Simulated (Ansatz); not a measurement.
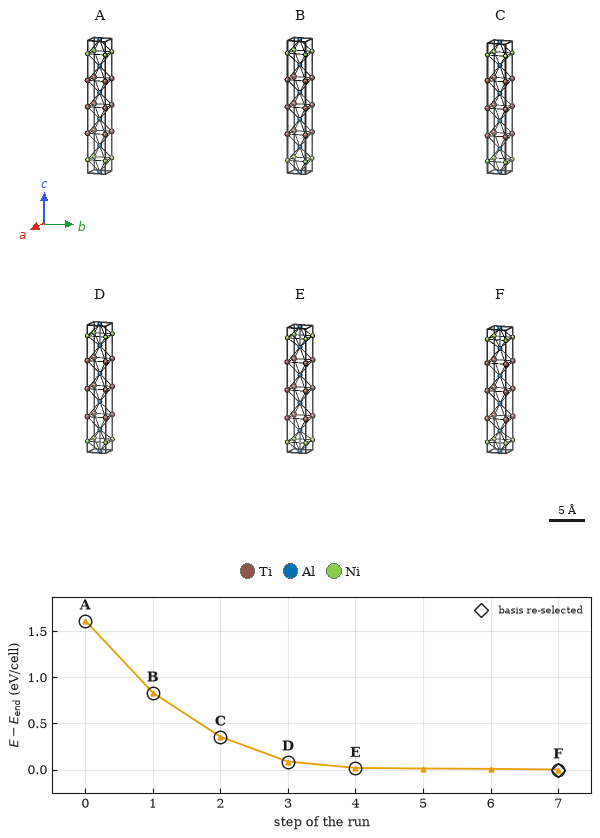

Frames of a relaxation of a crystal of Ti3Al5Ni2 (a generated structure, set up in P4/mmm) (coarse preliminary run), marked on the history of the run. The picture is a ball-and-stick view of the cell of the calculation, seen slightly off an axis.

Level of theory: Ansatz 0.2.0, DFT PBE, scalar-relativistic, plane waves, PAW. Settings: plane-wave cutoff 420 eV; k-point mesh 6 × 6 × 1; occupations gaussian; smearing width 0.1 eV; collinear spin; cell and atoms relaxed; force threshold 0.04 eV/Å; at most 70 steps.

**Describe the path.**

Over 6 accepted moves (7 points after the start) the energy falls by 1.617 eV per cell of the calculation. Largest force component: 1.9 eV/Å at the start, 0.012 eV/Å at the end. Pressure: 6.54 GPa at the start and −0.05 GPa at the end. The SCF was repeated once at an unchanged geometry on a basis and grid sized afresh for the cell, which shifted the energy by 7.2 meV per cell of the calculation at most. The largest moves relative to the cell, 0.63 Å, are those of Al atoms. Largest moves by element: Al 0.63 Å, Ti 0.46 Å, Ni 0.32 Å. Cell: a = b 2.701 → 2.852 Å (+5.6 %), c 19.323 → 17.952 Å (−7.1 %). Volume +3.6 %. Among the contacts that change: Ni–Ni 3.864 → 2.950 Å, Al–Al 3.865 → 2.959 Å, Al–Ni 2.717 → 2.504 Å, Al–Al 2.701 → 2.852 Å. The space group stays P4/mmm (No. 123). The program noted that the starting moments weren't kept. Cost: 2.1 min on 1 thread of Arm Neoverse V2, with other jobs on the host, peak memory 0.52 GiB. From step 0 to 1: Al atoms move most (0.19 Å), volume +3.9 %, energy −0.782 eV per cell of the calculation. From step 1 to 2: Al atoms move most (0.19 Å), volume −1.1 %, energy −0.479 eV per cell of the calculation. From step 2 to 3: Al atoms move most (0.18 Å), volume −0.2 %, energy −0.270 eV per cell of the calculation. From step 3 to 4: Al atoms move most (0.09 Å), volume +1.0 %, energy −69.2 meV per cell of the calculation. From step 4 to 7: energy −17.0 meV per cell of the calculation.

Limits of the set-up: the k-point mesh is coarse for a cell with partly filled bands.
